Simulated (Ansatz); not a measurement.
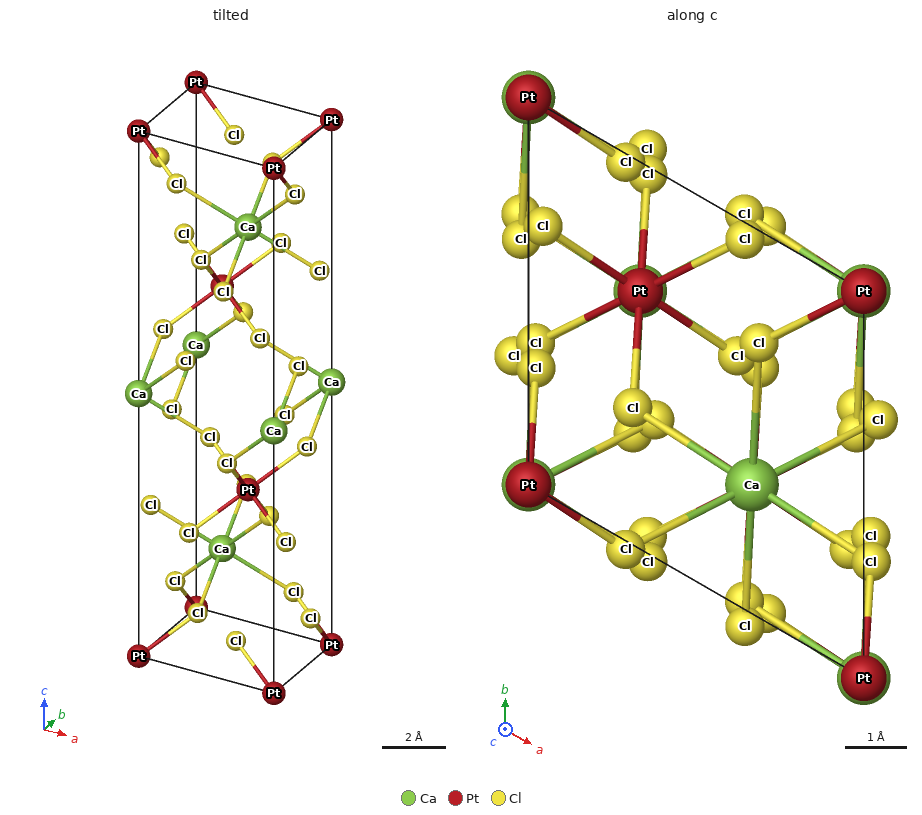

A ball-and-stick rendering, viewed slightly off an axis and along the c axis. Lines trace the edges of the conventional unit cell.

CaPtCl6, space group R-3 (No. 148), a = 6.374 Å, b = 6.374 Å, c = 17.483 Å, α = 90.00°, β = 90.00°, γ = 120.00°. The cell started as a structure type filled with these elements by a generator (whether the compound takes this form wasn't checked). Earlier steps of the study may have refined or changed the cell and positions. Ansatz was used for an electronic-structure calculation on it.

This one geometry was computed with Ansatz (DFT, plane waves, PAW) at three levels of theory: PBE, r2SCAN and LDA.

Which level gives the highest pressure at this volume, and what does that say about its equilibrium volume?

Highest: PBE (0.0 GPa), which points to the largest equilibrium volume. Lowest, with the smallest volume: LDA (-4.6 GPa). Levels within 0.5 GPa of each other can't be told apart.

How does the band gap change with the level of theory?

LDA: a gap of 1.55 eV, indirect; PBE: a gap of 1.67 eV, indirect; r2SCAN: a gap of 1.96 eV, indirect.

Collect the results in a table.

| level | cutoff (eV) | k-mesh of the run's cell | gap (eV) | pressure (GPa) |
| --- | --- | --- | --- | --- |
| PBE | 420 | 6×6×6 | 1.67 | 0.0 |
| r2SCAN | 500 | 6×6×6 | 1.96 | -1.4 |
| LDA | 420 | 6×6×6 | 1.55 | -4.6 |

Gaps are taken on the k-mesh or band path of each run.
